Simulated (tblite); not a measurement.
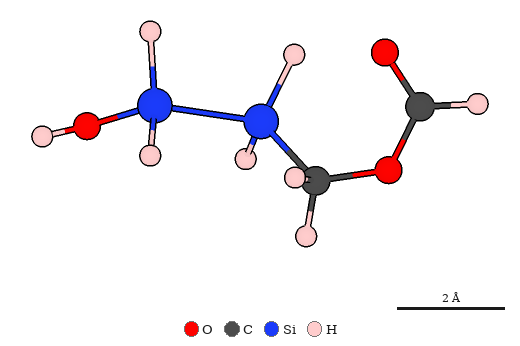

Starting structure of C2H8O3Si2. Style: ball-and-stick. Shown face on.

Computed with tblite, GFN2-xTB geometry optimisation, gas phase.

```xyz
15

O    -2.3139   -0.3060    1.3289
C    -2.9330   -0.3647    0.2185
O    -2.3476   -0.0416   -0.9841
C    -1.0381    0.4098   -1.0812
Si    0.2542   -0.7571   -0.4606
Si    2.0110    0.4092    0.2886
O     3.4678   -0.0923   -0.4552
H    -3.9686   -0.7004    0.1877
H    -0.8862    1.4004   -0.5739
H    -0.8572    0.6127   -2.1483
H     0.7763   -1.5258   -1.6215
H    -0.1973   -1.7568    0.4960
H     2.0589    0.3118    1.7749
H     1.7989    1.8055   -0.1004
H     4.1702    0.6032   -0.3970
```

Q: What does the optimiser find from here?

A: H8 moves most after the best rigid fit: 1.26 Å. Largest moves by element: H 1.26 Å, O 1.12 Å, C 0.78 Å, Si 0.42 Å. Among the contacts that change: O1–Si5 3.162 → 2.528 Å, C4–Si5 1.848 → 1.934 Å, Si6–O7 1.711 → 1.631 Å, C2–O3 1.376 → 1.296 Å. Among the angles between lasting bonds that change: Si5–Si6–O7 111.7° → 99.5°, Si5–Si6–H13 109.0° → 119.7°, Si6–O7–H15 111.9° → 122.3°. Groups turn about C4–Si5 by about 55°, O3–C4 by about 35°, Si5–Si6 by about 35°. Over 133 geometry steps the energy falls by 1.017 eV. The run took 0.95 s on 1 thread of Arm Neoverse V1, with other jobs on the host.

The structure at the end:

```xyz
15

O    -1.2056   -0.3707    1.1544
C    -2.2716   -0.2266    0.6130
O    -2.4686    0.0699   -0.6336
C    -1.3024    0.2691   -1.4487
Si    0.2879   -0.6639   -0.8645
Si    1.7164    0.5648    0.4445
O     3.0934   -0.2748    0.2008
H    -3.2339   -0.3349    1.1388
H    -1.1295    1.3471   -1.4954
H    -1.6048   -0.0585   -2.4411
H     0.8936   -0.8950   -2.2032
H    -0.1040   -2.0233   -0.4741
H     1.4727    0.6671    1.8866
H     1.9294    1.9581   -0.0023
H     3.9224   -0.0206    0.5971
```

The end point in the same view:

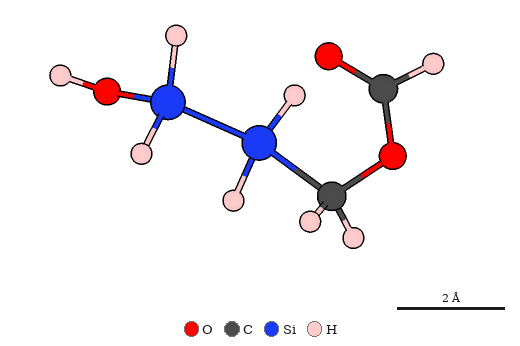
